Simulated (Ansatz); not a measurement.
Effect of Si → Ga on HfSi2

Base system: HfSi$_{2}$ (space group Cmcm, No. 63; a = 3.6503 Å, b = 14.3497 Å, c = 3.6352 Å).

One thing is altered: Ga takes the place of Si on all its sites; the structure is relaxed again.

Computed with DFT with PBEsol, PAW potentials and a 420 eV plane-wave cutoff in Ansatz (an electronic-structure program), no SOC. Settings: 12×12×12 k-points, 0.05 eV Fermi–Dirac smearing, for the changed cell.

```json
[
 {"quantity": "volume per atom", "base": "15.87 Å³", "changed": "17.41 Å³", "shift": "+1.54 Å³"},
 {"quantity": "density", "base": "8.19 g/cm³", "changed": "10.11 g/cm³", "shift": "+1.925 g/cm³"},
 {"quantity": "space group", "base": "Cmcm (No. 63)", "changed": "Cmcm (No. 63)", "shift": "–"},
 {"quantity": "band gap", "base": "zero", "changed": "zero", "shift": "–"}
]
```

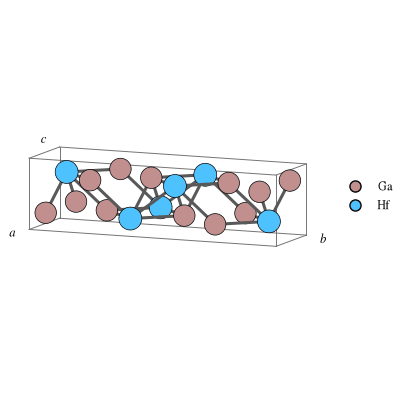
Fig. 1. The relaxed conventional cell after the change

No phonon test of stability was made. As relaxed here, HfGa2 is a hypothetical phase, not in the database extracts checked. The final runs are not spin-polarised. HfGa2 has a high density of states at the Fermi level and may be magnetic at this level.
